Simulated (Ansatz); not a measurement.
Input

```
crystal:
  periodic: [false, false, false]
  atoms:
    - {symbol: C, position_ang: [1.390505, 0.221295, -3.109244]}
    - {symbol: C, position_ang: [0.944129, 0.203245, -1.680825]}
    - {symbol: C, position_ang: [-0.529922, -0.151399, -1.441727]}
    - {symbol: C, position_ang: [-0.673378, -1.586342, -0.939726]}
    - {symbol: F, position_ang: [-1.260293, -0.038145, -2.588199]}
    - {symbol: F, position_ang: [-1.955273, -1.914616, -0.826481]}
    - {symbol: F, position_ang: [-0.093057, -1.726530, 0.243871]}
    - {symbol: F, position_ang: [-0.103894, -2.443482, -1.791345]}
    - {symbol: O, position_ang: [1.649670, 0.427259, -0.733264]}
    - {symbol: H, position_ang: [2.461135, 0.452598, -3.154722]}
    - {symbol: H, position_ang: [0.810871, 0.962987, -3.679411]}
    - {symbol: H, position_ang: [1.186169, -0.757379, -3.570603]}
    - {symbol: H, position_ang: [-0.934795, 0.519438, -0.666986]}
basis:
  gaussian:
    orbitals: def2-SVPD
hamiltonian:
  xc: pbe0
output: {forces: true, orbitals: {seedname: orbitals}}
```

Launched as:

```sh
ansatz run input.yaml --threads 2 --pin off --max-ram 5220MiB --events-out events.jsonl --progress --plain --runs-dir runs
```

Geometry: PBE0-D3(BJ)/def2-SVP.

These are results of Ansatz 0.2.0, isolated molecule in a Gaussian basis; Kohn-Sham density functional theory, functional PBE0, not measurements.

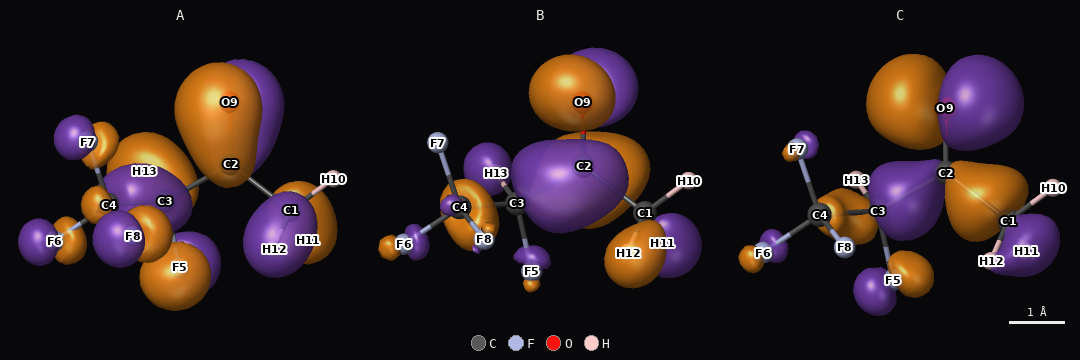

C4H4F4O. Three frontier orbitals at ±0.1 Å⁻³ᐟ² (orange and purple are the two phases), in no order.

Q: Which picture is the HOMO−1, the HOMO and the LUMO?

A: A is the HOMO−1 (−10.57 eV). Its weight (Hirshfeld) is mainly on O9 (about 30 %), F5 (about 15 %), C3 (about 10 %), C2 (about 10 %), C4 (about 5 %) and H13 (about 5 %). C is the HOMO (−8.19 eV). Its weight (Hirshfeld) is mainly on O9 (about 60 %), C2 (about 10 %), C1 (about 10 %) and C3 (about 10 %). B is the LUMO (−1.50 eV). By Hirshfeld shares it lies mainly on C2 (about 40 %), O9 (about 30 %), C3 (about 5 %) and C1 (about 5 %); π-antibonding (π*) across C2–O9.

Q: What is the HOMO–LUMO gap?

A: 6.69 eV between the orbital energies.
